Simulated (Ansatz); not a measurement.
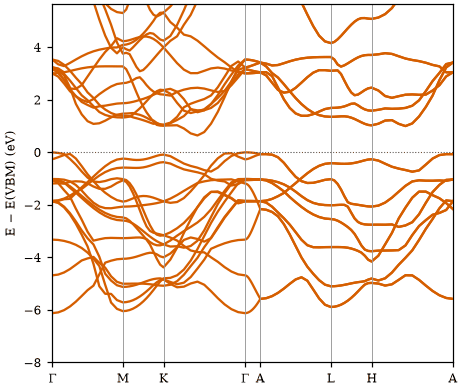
Band structure from the program Ansatz at the LDA level (PAW)

Read off the gap and where the band edges lie.

About 0.6 eV (0.64 eV by a search for the band edges); maximum at Γ, minimum on the K–Γ line, 41 % of the way from K.

The material is Te₂Mo in space group P6_3/mmc (No. 194; Mo on 2c, Te on 4f).

The cell was relaxed with LDA under the symmetry of its start; of distortions, only those at the zone centre were tested. The run is not spin-polarised. The volume moved by -17 % from the start of the relaxation. A crystal of weakly bound layers computed without a dispersion correction: the cell and the soft elastic constants depend strongly on that. Spin–orbit coupling is left out wherever it is not named.

Potentials: the later of the program's two PAW sets.
